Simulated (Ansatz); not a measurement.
# Calculations on BH4O2F

Part 1: Relaxation

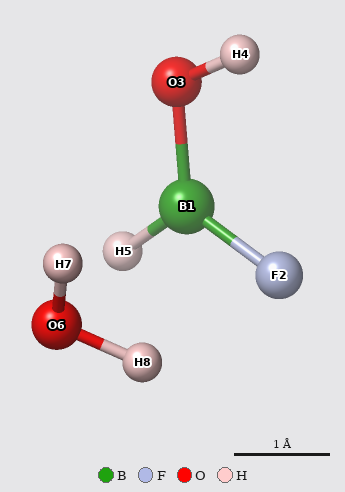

This is the input geometry for a relaxation of BH₄O₂F. Style: ball-and-stick. Shown from a free direction.

The run prepares an end point of a later path (reaction) calculation, from a guessed geometry.

Level of theory: RKS r2SCAN-D4/def2-SVP (Ansatz 0.2.0).

Input file:
```yaml
crystal:
  periodic: [false, false, false]
  atoms:
    - { symbol: B, position_ang: [-0.105977, -0.30962, -0.129122] }
    - { symbol: F, position_ang: [-0.089864, -0.697162, 1.151621] }
    - { symbol: O, position_ang: [1.029851, -0.393112, -0.855055] }
    - { symbol: H, position_ang: [1.779858, -0.727236, -0.342793] }
    - { symbol: H, position_ang: [-1.143936, -0.031107, -0.658133] }
    - { symbol: O, position_ang: [0.011704, 2.017312, 1.042159] }
    - { symbol: H, position_ang: [0.97001, 2.144504, 1.068325] }
    - { symbol: H, position_ang: [-0.139746, 1.341122, 1.741498] }
basis:
  gaussian: { orbitals: def2-SVP }
hamiltonian:
  xc: r2scan
  dispersion: d4
relax:
  f_tol: 0.03
  max_steps: 50
```

Command:
```bash
ansatz run input.yaml --threads 2 --pin off --max-ram 3072MiB --backend cpu --events-out ev --progress --plain --runs-dir out
```

Q: What does the optimiser find from here?

A: After 8 accepted moves (9 points after the start) the energy has fallen by 0.060 eV. The largest force component goes from 0.62 to 0.021 eV/Å. The line search rejected the trial step at point 8 of the run. The atom that moves furthest after the best rigid fit is H7 (0.43 Å). By element the largest moves are H 0.43 Å, O 0.34 Å, F 0.22 Å, B 0.16 Å. Near-neighbour distances that change, for instance: B1–O6 2.608 → 2.117 Å, B1–F2 1.338 → 1.359 Å, B1–O3 1.351 → 1.370 Å, O6–H8 0.985 → 0.969 Å. Bond angles that change, for instance: B1–O3–H4 112.9° → 110.8°.

History of the run:

```
step  E − E(0), eV  largest force component, eV/Å      note
   0        0.0000                         0.6208          
   1       -0.0106                         0.8718          
   2       -0.0208                         0.7477          
   3       -0.0363                         0.5792          
   4       -0.0464                         0.3939          
   5       -0.0537                         0.2053          
   6       -0.0560                         0.3296          
   7       -0.0588                         0.1758          
   8       -0.0578                         0.2315  rejected
   9       -0.0604                         0.0211
```

The structure at the end:

```xyz
8

B    -0.1256   -0.1666   -0.0528
F    -0.2078   -0.8791    1.1015
O     1.0830   -0.1500   -0.6985
H     1.7542   -0.6159   -0.1814
H    -1.1268    0.0987   -0.6629
O    -0.0165    1.6936    0.9521
H     0.8755    1.9652    0.6897
H     0.0759    1.3989    1.8708
```

After the run, drawn alike:

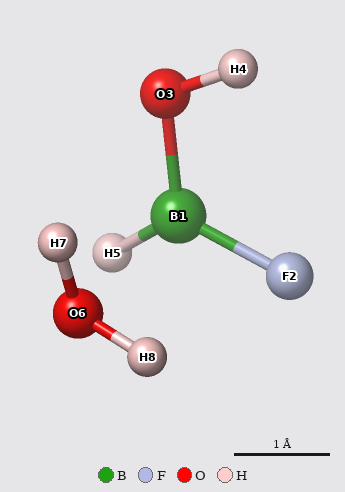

Part 2: Relaxation

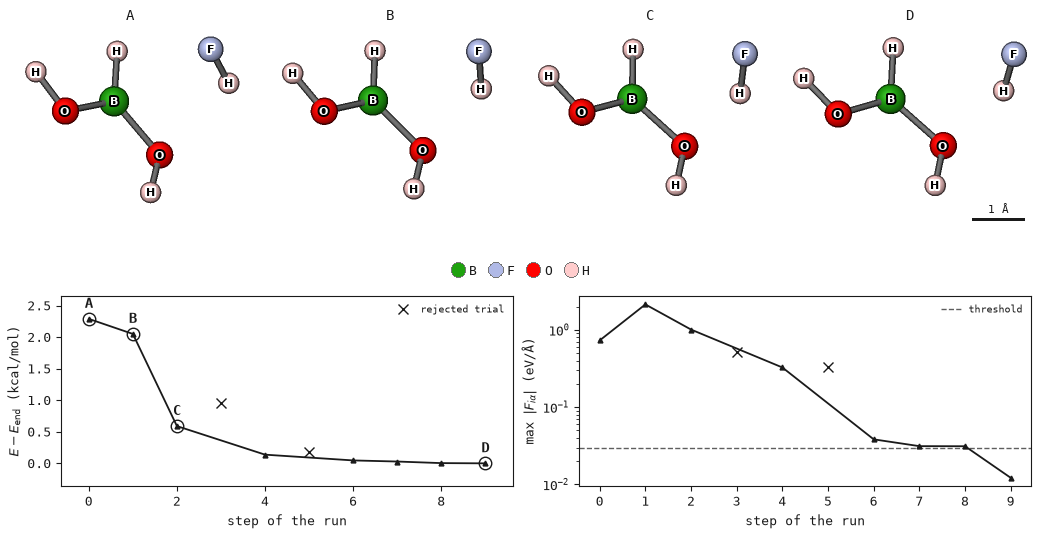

Frames of a relaxation of BH$_{4}$O$_{2}$F, marked on the history of the run. A ball-and-stick model, seen at a tilt.

The run prepares an end point of a later path (reaction) calculation, from a guessed geometry.

The calculation used RKS r2SCAN-D4/def2-SVP in Ansatz 0.2.0.

The input:
```yaml
crystal:
  periodic: [false, false, false]
  atoms:
    - { symbol: B, position_ang: [0.111722, 0.462357, -0.204748] }
    - { symbol: F, position_ang: [-0.117778, -0.413711, 2.152365] }
    - { symbol: O, position_ang: [1.343426, 0.003945, -0.541636] }
    - { symbol: H, position_ang: [1.330955, -0.87978, -0.926608] }
    - { symbol: H, position_ang: [-0.915024, -0.11257, -0.46058] }
    - { symbol: O, position_ang: [0.026188, 1.722939, 0.370915] }
    - { symbol: H, position_ang: [0.916137, 2.087841, 0.490068] }
    - { symbol: H, position_ang: [-0.383726, 0.47368, 2.138724] }
basis:
  gaussian: { orbitals: def2-SVP }
hamiltonian:
  xc: r2scan
  dispersion: d4
relax:
  f_tol: 0.03
  max_steps: 50
```

Launched with:
```bash
ansatz run input.yaml --threads 2 --pin off --max-ram 3072MiB --backend cpu --events-out ev --progress --plain --runs-dir out
```

What happens along the run?

Answer. The atom that moves furthest after the best rigid fit is F2 (0.47 Å). By element the largest moves are F 0.47 Å, H 0.31 Å, O 0.26 Å, B 0.09 Å. Near-neighbour distances that change, for instance: B1–O6 1.388 → 1.374 Å, F2–H8 0.926 → 0.938 Å. After 7 accepted moves (9 points after the start) the energy has fallen by 2.29 kcal/mol. Largest force component: 0.73 eV/Å at the start, 0.012 eV/Å at the end. The line search rejected the trial steps at points 3, 5 of the run. The run took 6.6 s on 2 threads of AMD EPYC 9R45 96-Core Processor (Zen 5) (shared host), peak memory 0.17 GiB. From step 0 to 1: H8 moves most (0.20 Å), energy −0.24 kcal/mol. From step 1 to 2: F2 moves most (0.15 Å), energy −1.46 kcal/mol. From step 2 to 9: F2 moves most (0.18 Å), energy −0.59 kcal/mol.

Limits of the set-up: the start holds two separate molecules, 2.2 Å apart at their closest, whose relative position is a soft coordinate.

Part 3: Path

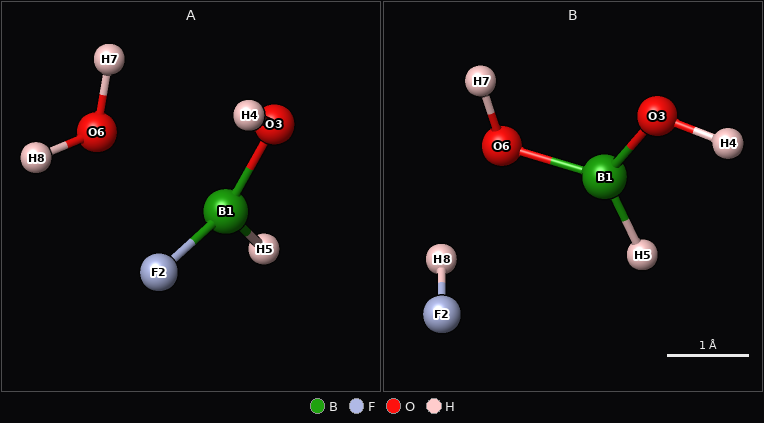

The two relaxed end points of a path for BH4O2F. Style: ball-and-stick. Shown at a tilt.

Computed with RKS r2SCAN-D4/def2-SVP (Ansatz 0.2.0).

Set-up: 7 movable images; climbing image; force threshold 0.03 eV/Å; iteration limit 60.

Start:
```xyz
8

B    -0.1235   -0.1685   -0.0523
F    -0.2052   -0.8792    1.1032
O     1.0859   -0.1498   -0.6965
H     1.7576   -0.6129   -0.1778
H    -1.1247    0.0931   -0.6641
O    -0.0206    1.6938    0.9495
H     0.8710    1.9673    0.6877
H     0.0715    1.4009    1.8688
```

End:
```xyz
8

B     0.2105    0.4179   -0.2565
F    -0.5594   -0.2236    2.4074
O     1.4648    0.0332   -0.5970
H     1.4851   -0.7627   -1.1411
H    -0.7928   -0.1337   -0.6286
O     0.0729    1.5253    0.5459
H     0.9383    1.9071    0.7608
H    -0.5075    0.5812    1.9277
```

> What barrier does the band find between them, and by what path?

Forward barrier 17.8 kcal/mol, backward barrier 15.2 kcal/mol, with image 4 at the top; the reaction energy is +2.6 kcal/mol. Breaking: B1–F2 (1.36 → 1.71 at the top → 2.85 Å), O6–H8 (0.97 → 1.22 at the top → 1.77 Å). Forming: B1–O6 (2.12 → 1.51 at the top → 1.37 Å), F2–H8 (2.42 → 1.16 at the top → 0.94 Å). The band converged in 13 iterations, with a climbing image at the top.

Energies of the converged images:

```
image  path (Å)  E (kcal/mol)
    0      0.00           0.0
    1      0.53           1.7
    2      1.06           2.4
    3      1.60           4.5
    4      2.13          17.8
    5      2.47          10.6
    6      2.81           4.3
    7      3.15           2.8
    8      3.49           2.6
```

The geometry at the top of the path:

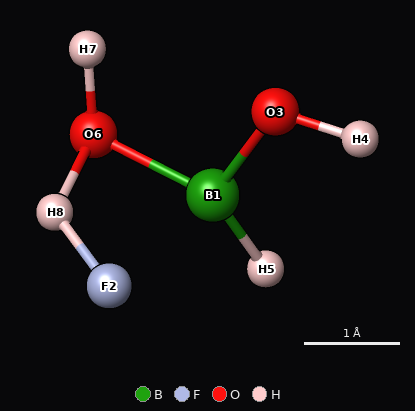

The run took 55 s on 2 threads of AMD EPYC 9R45 96-Core Processor (Zen 5), on a shared host, peak memory 0.17 GiB.
